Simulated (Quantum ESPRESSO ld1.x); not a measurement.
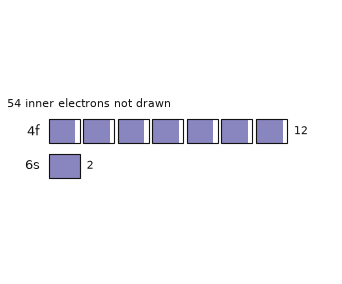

The outer shells as the input fills them: a box for each of the 2l + 1 orbitals, shaded by the share of the shell that is filled, with the electron count at the right.

Er: atomic calculation (part 1 of 2)

- system: Er, configuration typed as [Xe] 4f12 6s2.
- method: radial all-electron Kohn-Sham run of Quantum ESPRESSO ld1.x with rel=2, dft='PZ' as typed

### Input
```
 &input
    zed=68.0,
    iswitch=1,
    rel=2,
    dft='PZ',
    config='[Xe] 4f12 6s2',
    verbosity='high',
    lsmall=.true.,
    rmax=2.0,
    prefix='ld1',
    max_out_wfc=37,
    file_charge='ld1.rho',
 /
```

Hardware: 1 CPU thread, shared host.

Command:
```bash
OMP_NUM_THREADS=1 ld1.x < ld1.in > ld1.out
```

### Output
```
     Program LD1 v.7.5 starts

 classical turning point too close to mesh           5           1           1
 classical turning point too close to mesh           5           1          -2
 classical turning point too close to mesh           4           3           3
 classical turning point too close to mesh           4           3          -4
 classical turning point too close to mesh           6           0          -1
 classical turning point too close to mesh           5           0          -1
 classical turning point too close to mesh           5           1           1
 classical turning point too close to mesh           5           1          -2
 classical turning point too close to mesh           6           0          -1
 classical turning point too close to mesh           5           0          -1
 classical turning point too close to mesh           5           1           1
 classical turning point too close to mesh           5           1          -2
 classical turning point too close to mesh           4           3           3
 classical turning point too close to mesh           4           3          -4
 classical turning point too close to mesh           6           0          -1
 classical turning point too close to mesh           5           0          -1
 classical turning point too close to mesh           5           1           1
 classical turning point too close to mesh           5           1          -2
 classical turning point too close to mesh           4           3           3
 classical turning point too close to mesh           4           3          -4
 classical turning point too close to mesh           6           0          -1
 classical turning point too close to mesh           5           0          -1
 classical turning point too close to mesh           5           1           1
 classical turning point too close to mesh           5           1          -2
 classical turning point too close to mesh           4           3           3
 classical turning point too close to mesh           4           3          -4
 classical turning point too close to mesh           6           0          -1
 classical turning point too close to mesh           5           0          -1
 classical turning point too close to mesh           5           1           1
 classical turning point too close to mesh           5           1          -2
 classical turning point too close to mesh           4           3           3
 classical turning point too close to mesh           4           3          -4
 classical turning point too close to mesh           6           0          -1
 classical turning point too close to mesh           5           0          -1
 classical turning point too close to mesh           5           1           1
 classical turning point too close to mesh           5           1          -2
 classical turning point too close to mesh           4           3           3
 classical turning point too close to mesh           4           3          -4
 classical turning point too close to mesh           6           0          -1
 classical turning point too close to mesh           5           0          -1
 classical turning point too close to mesh           5           1           1
 classical turning point too close to mesh           5           1          -2
 classical turning point too close to mesh           4           3           3
 classical turning point too close to mesh           4           3          -4
 classical turning point too close to mesh           6           0          -1
 classical turning point too close to mesh           5           0          -1
 classical turning point too close to mesh           5           1           1
 classical turning point too close to mesh           5           1          -2
 classical turning point too close to mesh           4           3           3
 classical turning point too close to mesh           4           3          -4
 classical turning point too close to mesh           6           0          -1
 classical turning point too close to mesh           5           0          -1
 classical turning point too close to mesh           5           1           1
 classical turning point too close to mesh           5           1          -2
 classical turning point too close to mesh           4           3           3
 classical turning point too close to mesh           4           3          -4
 classical turning point too close to mesh           6           0          -1
 classical turning point too close to mesh           5           0          -1
 classical turning point too close to mesh           5           1           1
 classical turning point too close to mesh           5           1          -2
 classical turning point too close to mesh           4           3           3
 classical turning point too close to mesh           4           3          -4
 classical turning point too close to mesh           6           0          -1
 classical turning point too close to mesh           5           0          -1
 classical turning point too close to mesh           5           1           1
 classical turning point too close to mesh           5           1          -2
 classical turning point too close to mesh           4           3           3
 classical turning point too close to mesh           4           3          -4
 classical turning point too close to mesh           6           0          -1
 classical turning point too close to mesh           5           0          -1
 classical turning point too close to mesh           5           1           1
 classical turning point too close to mesh           5           1          -2
 classical turning point too close to mesh           4           3           3
 classical turning point too close to mesh           4           3          -4
 classical turning point too close to mesh           6           0          -1
 classical turning point too close to mesh           5           0          -1
 classical turning point too close to mesh           5           1           1
 classical turning point too close to mesh           5           1          -2
 classical turning point too close to mesh           4           3           3
 classical turning point too close to mesh           4           3          -4
 classical turning point too close to mesh           6           0          -1
 classical turning point too close to mesh           5           0          -1
 classical turning point too close to mesh           5           1           1
 classical turning point too close to mesh           5           1          -2
 classical turning point too close to mesh           4           3           3
 classical turning point too close to mesh           4           3          -4
 classical turning point too close to mesh           6           0          -1
 classical turning point too close to mesh           5           0          -1
 classical turning point too close to mesh           5           1           1
 classical turning point too close to mesh           5           1          -2
 classical turning point too close to mesh           4           3           3
 classical turning point too close to mesh           4           3          -4
 classical turning point too close to mesh           6           0          -1
 classical turning point too close to mesh           5           0          -1
 classical turning point too close to mesh           5           1           1
 classical turning point too close to mesh           5           1          -2
 classical turning point too close to mesh           4           3           3
 classical turning point too close to mesh           4           3          -4
 classical turning point too close to mesh           6           0          -1
 classical turning point too close to mesh           5           0          -1
 classical turning point too close to mesh           5           1           1
 classical turning point too close to mesh           5           1          -2
 classical turning point too close to mesh           4           3           3
 classical turning point too close to mesh           4           3          -4
 classical turning point too close to mesh           6           0          -1
 classical turning point too close to mesh           5           0          -1
 classical turning point too close to mesh           5           1           1
 classical turning point too close to mesh           5           1          -2
 classical turning point too close to mesh           4           3           3
 classical turning point too close to mesh           4           3          -4
 classical turning point too close to mesh           6           0          -1
 classical turning point too close to mesh           5           0          -1
 classical turning point too close to mesh           5           1           1
 classical turning point too close to mesh           5           1          -2
 classical turning point too close to mesh           4           3           3
 classical turning point too close to mesh           4           3          -4
 classical turning point too close to mesh           6           0          -1
 classical turning point too close to mesh           5           0          -1
 classical turning point too close to mesh           5           1           1
 classical turning point too close to mesh           5           1          -2
 classical turning point too close to mesh           4           3           3
 classical turning point too close to mesh           4           3          -4
 classical turning point too close to mesh           6           0          -1
 classical turning point too close to mesh           5           0          -1
 classical turning point too close to mesh           5           1           1
 classical turning point too close to mesh           5           1          -2
 classical turning point too close to mesh           4           3           3
 classical turning point too close to mesh           4           3          -4
 classical turning point too close to mesh           6           0          -1
 classical turning point too close to mesh           5           0          -1
 classical turning point too close to mesh           5           1           1
 classical turning point too close to mesh           5           1          -2
 classical turning point too close to mesh           4           3           3
 classical turning point too close to mesh           4           3          -4
 classical turning point too close to mesh           6           0          -1
 classical turning point too close to mesh           5           0          -1
 classical turning point too close to mesh           5           1           1
 classical turning point too close to mesh           5           1          -2
 classical turning point too close to mesh           4           3           3
 classical turning point too close to mesh           4           3          -4
 classical turning point too close to mesh           6           0          -1
 classical turning point too close to mesh           5           0          -1
 classical turning point too close to mesh           5           1           1
 classical turning point too close to mesh           5           1          -2
 classical turning point too close to mesh           4           3           3
 classical turning point too close to mesh           4           3          -4
 classical turning point too close to mesh           6           0          -1
 classical turning point too close to mesh           5           0          -1
 classical turning point too close to mesh           5           1           1
 classical turning point too close to mesh           5           1          -2
 classical turning point too close to mesh           4           3           3
 classical turning point too close to mesh           4           3          -4
 classical turning point too close to mesh           6           0          -1
 classical turning point too close to mesh           5           0          -1
 classical turning point too close to mesh           5           1           1
 classical turning point too close to mesh           5           1          -2
 classical turning point too close to mesh           4           3           3
 classical turning point too close to mesh           4           3          -4
 classical turning point too close to mesh           6           0          -1
 classical turning point too close to mesh           5           0          -1
 classical turning point too close to mesh           5           1           1
 classical turning point too close to mesh           5           1          -2
 classical turning point too close to mesh           4           3           3
 classical turning point too close to mesh           4           3          -4
 classical turning point too close to mesh           6           0          -1
 classical turning point too close to mesh           5           0          -1
 classical turning point too close to mesh           5           1           1
 classical turning point too close to mesh           5           1          -2
 classical turning point too close to mesh           4           3           3
 classical turning point too close to mesh           4           3          -4
 classical turning point too close to mesh           6           0          -1
 classical turning point too close to mesh           5           0          -1
 classical turning point too close to mesh           5           1           1
 classical turning point too close to mesh           5           1          -2
 classical turning point too close to mesh           4           3           3
 classical turning point too close to mesh           4           3          -4
 classical turning point too close to mesh           6           0          -1
 classical turning point too close to mesh           5           0          -1
 classical turning point too close to mesh           5           1           1
 classical turning point too close to mesh           5           1          -2
 classical turning point too close to mesh           4           3           3
 classical turning point too close to mesh           4           3          -4
 classical turning point too close to mesh           6           0          -1
     Message from routine scf:
     warning: at least one error in KS equations
```

(Continued in part 2.) Outcome of the run: converged; the input is odd on purpose.
